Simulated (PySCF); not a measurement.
# C3H10O3Si, SMILES `CO[SiH](OC)OC`: electronic structure

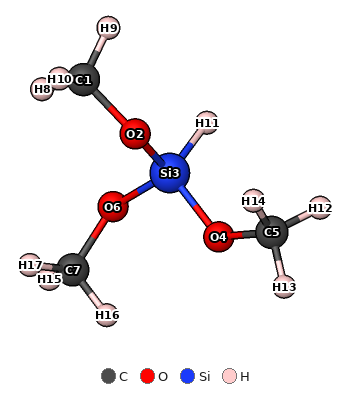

The molecule, with its atoms numbered as below. No frequency check shows the geometry to be a minimum.

Cartesian coordinates (Å):

```
C1       1.2439    2.2642   -0.2300
O2       0.1611    1.3810   -0.3011
Si3     -0.0541    0.0054    0.5476
O4      -1.3817   -0.6715   -0.0779
C5      -2.6360   -0.0837   -0.2770
O6       1.1595   -1.0593    0.4703
C7       1.5238   -1.9534   -0.5461
H8       2.1891    1.7234   -0.1498
H9       1.1416    2.9180    0.6393
H10      1.2454    2.8688   -1.1382
H11     -0.0940    0.2429    1.9811
H12     -3.1598    0.0170    0.6764
H13     -3.2092   -0.7366   -0.9365
H14     -2.5375    0.9025   -0.7323
H15      2.2699   -2.6351   -0.1350
H16      0.6574   -2.5223   -0.8862
H17      1.9528   -1.4185   -1.3973
```

Part 1: Bonding charge

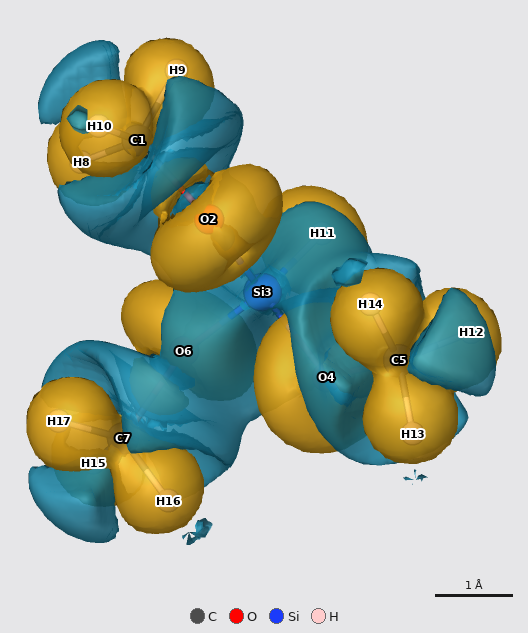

Deformation density (molecule less spherical, spin-averaged free atoms at the same positions), surfaces at ±0.04 e/Å³; yellow: gain, teal: loss.

Level of theory: PBE/def2-SVPD (PySCF), at a geometry from GFN2-xTB.

> How much density has each bond gained at its critical point, relative to the free atoms?

The five largest and four smallest: C5–H14: +0.70 e/Å³ at the bond critical point (bond length 1.09 Å). C5–H13: +0.70 e/Å³ at the bond critical point (bond length 1.09 Å). C7–H15: +0.70 e/Å³ at the bond critical point (bond length 1.09 Å). C7–H16: +0.70 e/Å³ at the bond critical point (bond length 1.09 Å). C1–H10: +0.70 e/Å³ at the bond critical point (bond length 1.09 Å). Si3–O6: +0.05 e/Å³ at the bond critical point (bond length 1.62 Å); up to 0.6 Å beside the axis the gain reaches +0.34 e/Å³. O2–Si3: +0.05 e/Å³ at the bond critical point (bond length 1.63 Å); up to 0.6 Å beside the axis the gain reaches +0.35 e/Å³. O6–C7: +0.05 e/Å³ at the bond critical point (bond length 1.40 Å); up to 0.6 Å beside the axis the gain reaches +0.26 e/Å³. O4–C5: +0.04 e/Å³ at the bond critical point (bond length 1.40 Å); up to 0.6 Å beside the axis the gain reaches +0.26 e/Å³. In all, 3.7 electrons gather in the regions of gain relative to the promolecule. A small or negative value marks a very polar bond, one between electron-rich atoms, whose free-atom densities already overlap strongly, a long bond to a heavier atom, or a closed-shell contact such as a hydrogen bond.

> Where do the Hirshfeld charges lie?

The highest Hirshfeld charge is on Si3 (+0.44 e), the lowest on O2 (−0.22 e).

Part 2: Local ionisation energy

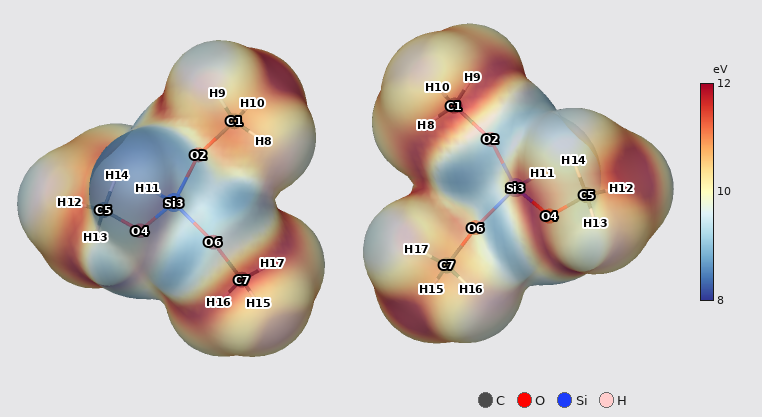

Average local ionisation energy on the surface of electron density 0.001 a.u. (back view left, front view right).

> Where are the most loosely bound electrons on this surface?

The lowest value is 8.4 eV, 1.5 Å from H11. Further minima include 8.7 eV, 1.9 Å from O2; 8.7 eV, 1.9 Å from O4; 8.8 eV, 1.8 Å from O6. For comparison, the highest occupied orbital lies at −6.7 eV.

Part 3: Excited states

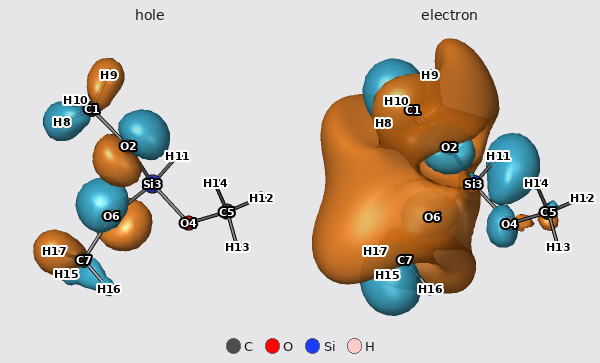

Leading natural transition orbital pair of T₁ (full linear response triplet states); the surfaces enclose about 78 % of each orbital's density.

Method: BHandHLYP/def2-SVP; geometry: GFN2-xTB; program: PySCF. Without diffuse functions Rydberg states are missing, so the states' numbers hold for this basis only.

> Give its energy and the atoms that hole and electron lie on.

8.73 eV (142 nm), spin-forbidden from the singlet ground state; the leading pair carries 86 %; hole on O6 (30 %), O2 (29 %) and C1 and C7 (8 % each), electron on Si3 (19 %), C1 (12 %) and H8 and H17 (10 % each); their centroids lie 0.4 Å apart; T₂ lies within 0.1 eV of it. The HOMO–LUMO gap is 12.15 eV.

Part 4: In an electric field

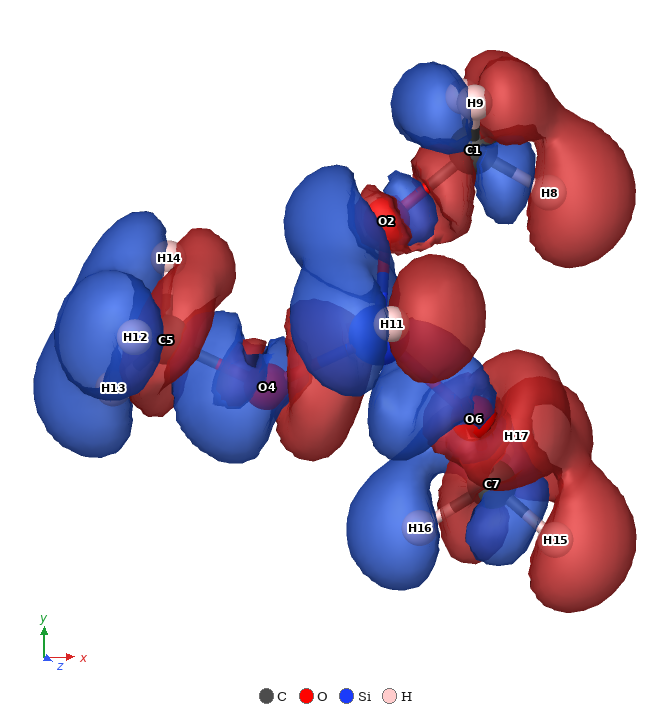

Change of the electron density in a uniform field of 0.41 V/Å, surfaces at ±0.002 e/Å³ (red: gain, blue: loss).

Method: PBE0/cc-pVDZ; geometry: GFN2-xTB; program: PySCF. A basis without diffuse functions makes polarisabilities too small.

> Along which Cartesian direction does the field point?

Along −x: electrons gather on the +x side, against the field.

> What dipole is induced, and what polarisability does it imply?

The induced dipole is 1.36 D (along the field); α along this axis, from the fields in both directions, is 67 bohr³ (9.9 Å³).

> Which atoms gain and lose the most charge?

Electrons gather most on H8 (Hirshfeld charge changes by −0.014 e) and leave H13 most (+0.011 e); 0.141 electrons are displaced in all.

Part 5: Removing or adding an electron

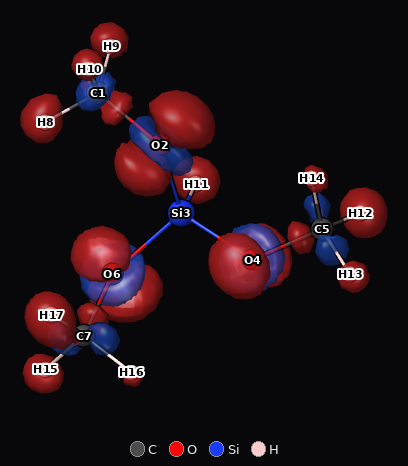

Fukui function f⁻ = ρ(N) − ρ(N−1) at fixed geometry, surfaces at ±0.03 e/Å³ (red positive, blue negative).

PySCF calculation, B3LYP/6-31+G*, gas phase; geometry: GFN2-xTB.

> On which atoms does the density change most on removal of an electron?

f⁻ (Hirshfeld-condensed) is largest on O2 (0.12), O6 (0.12) and O4 (0.10); the vertical ionisation energy is 9.96 eV (the stability of the cation's solution wasn't checked). Condensed values hint at sites of electrophilic attack but needn't mark the atom that reacts. Shares this close don't rank the sites. Orbital relaxation makes it negative in places (0.21 e in all).

| atom | f⁻ | charge |
| --- | --- | --- |
| C1 | +0.05 | 0.00 |
| O2 | +0.12 | −0.26 |
| Si3 | +0.09 | +0.50 |
| O4 | +0.10 | −0.26 |
| C5 | +0.05 | +0.01 |
| O6 | +0.12 | −0.26 |
| C7 | +0.05 | +0.01 |
| H8 | +0.04 | +0.04 |
| H9 | +0.04 | +0.04 |
| H10 | +0.04 | +0.04 |
| H11 | +0.06 | −0.09 |
| H12 | +0.05 | +0.04 |
| H13 | +0.04 | +0.04 |
| H14 | +0.03 | +0.04 |
| H15 | +0.04 | +0.04 |
| H16 | +0.03 | +0.04 |
| H17 | +0.05 | +0.04 |

Part 6: Localised orbitals

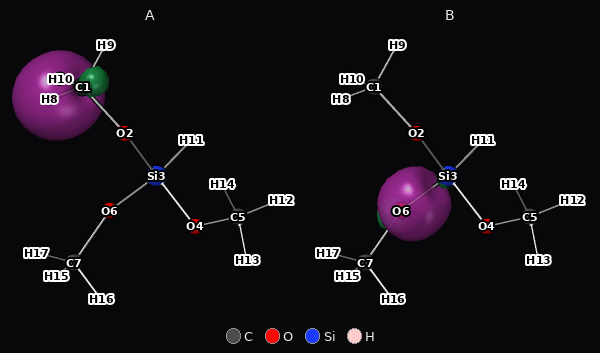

Foster–Boys orbitals, occupied; each surface holds about 80 % of the orbital's density. Energies are diagonal elements of the Fock matrix.

Computed with PySCF, PBE/6-311+G**, geometry: GFN2-xTB.

> Name the orbitals, with their atomic make-up and energies.

By panel:
- A: σ bond C1–H8 (C1 56 %, H8 44 %; −12.0 eV)
- B: σ bond O6–Si3 (O6 79 %, Si3 20 %; −15.1 eV)

> How do all the valence pairs divide up?

22 pairs: 16 σ bonds and 6 lone pairs.

The PySCF runs shown took 61 s, 17 min, 65 s, 3.2 min and 59 s on 1 thread of Intel(R) Xeon(R) Platinum 8259CL CPU @ 2.50GHz (Skylake/Cascade Lake), on a shared host.
